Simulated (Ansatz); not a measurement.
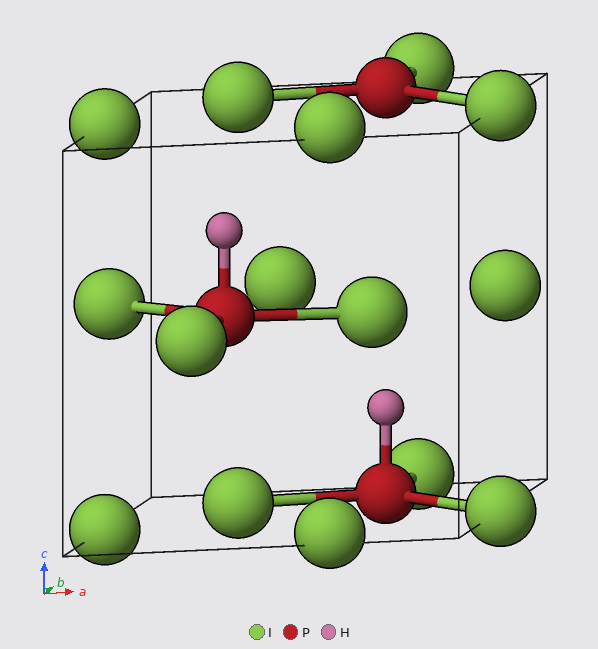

Structure drawing (ball-and-stick), viewed slightly off an axis. One simulation cell is framed, with atoms on its boundary repeated.

Run with Ansatz, DFT, PAW plane waves, r2SCAN and these settings: plane waves up to 500 eV, a 5×5×4 k-point grid, Fermi-Dirac smearing of 0.1 eV, no spin polarisation.

Give the Bader charge of each element.

Answer. P +0.80 e; H -0.50 e; I -0.10 e.

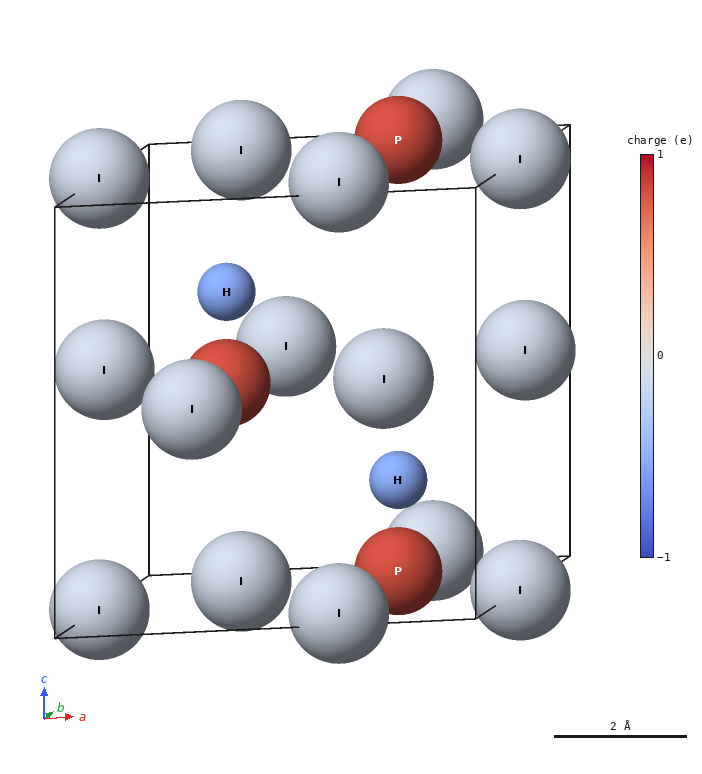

The atoms coloured by those charges.

It goes back to a generated cell, made by putting these elements into a known structure type (the compound may or may not exist in this form). The final geometry of a relaxation with DFT, PAW plane waves, r2SCAN (Ansatz 0.2.0) is shown.

At this level of theory the cell isn't at rest (compressed, at 5 GPa), so its distances can differ from those at equilibrium, the more so the softer the solid.
